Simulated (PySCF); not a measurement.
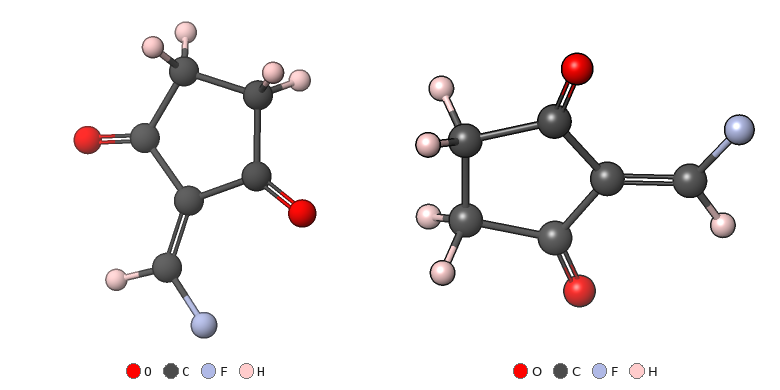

The same structure drawn twice, from different directions.

The geometry was computed by an optimisation with GFN2-xTB. No frequency run is at hand to confirm it as a minimum.

Identify the structure.

It has 14 atoms: 6 carbon, 5 hydrogen, 1 fluorine and 2 oxygen (C6H5FO2). As SMILES it reads `O=C1CCC(=O)C1=CF`. Independent rings (smallest set): 1 of 5 members. Among its groups: ketone, alkene, C–F bond. Coordination: 4 C trigonal planar; 2 C tetrahedral.

The parts below concern this one geometry. Atoms keep their numbers from picture to picture.

**Quadrupole coupling**

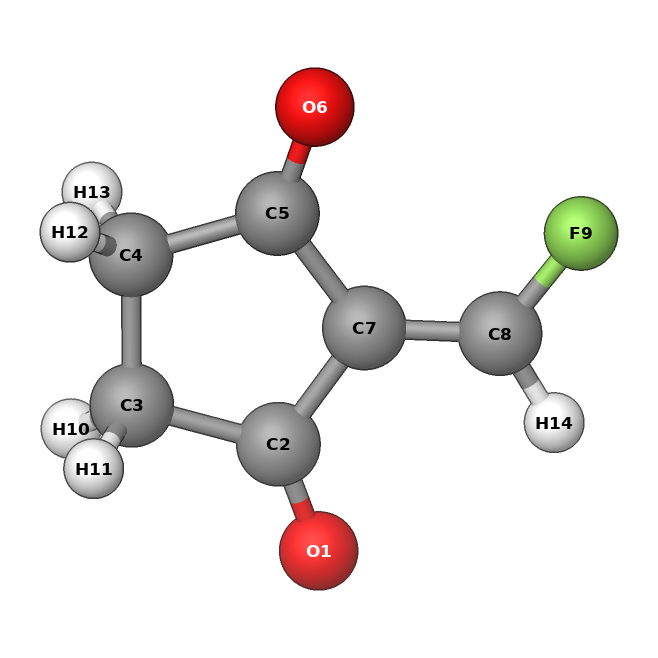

No frequency run is at hand to confirm it as a minimum. Electric field gradients from the ground-state density, B3LYP/pcJ-1 (PySCF 2.14.0), non-relativistic apart from any core potentials.

Give the largest field-gradient component, the quadrupole coupling constant and the asymmetry for 17O at O1 (Q = −25.6 mb), 17O at O6 (Q = −25.6 mb).

```json
{"atom": "O1", "V_zz (a.u.)": "−1.842", "e²qQ/h (MHz)": "11.08", "η": "0.40"}
{"atom": "O6", "V_zz (a.u.)": "−1.935", "e²qQ/h (MHz)": "11.64", "η": "0.46"}
```

**Spin–spin coupling**

No frequency run is at hand to confirm it as a minimum. Level of theory: B3LYP/pcJ-1 indirect spin-spin coupling, non-relativistic, gas phase (PySCF 2.14.0). Isotopes: 13C, 19F, 1H, 17O.

Give the spin–spin coupling constants of these pairs, with the number of bonds between them: C8/F9, C7/F9, F9/H14, C5/F9.

| pair | bonds apart | J (Hz) |
| --- | --- | --- |
| C8, F9 | 1 | −399.8 |
| C7, F9 | 2 | −9.6 |
| F9, H14 | 2 | 80.3 |
| C5, F9 | 3 | −2.9 |

Density functionals are unreliable for couplings to fluorine, so those rows may be far off.

**Electronic properties**

No frequency run is at hand to confirm it as a minimum. Properties computed with B3LYP/pcJ-1, gas phase (PySCF 2.14.0).

Predict the main results.

- dipole moment: 1.71 D
- HOMO energy (Kohn–Sham orbital): −7.12 eV
- LUMO energy (Kohn–Sham orbital): −2.87 eV
- HOMO–LUMO gap: 4.25 eV
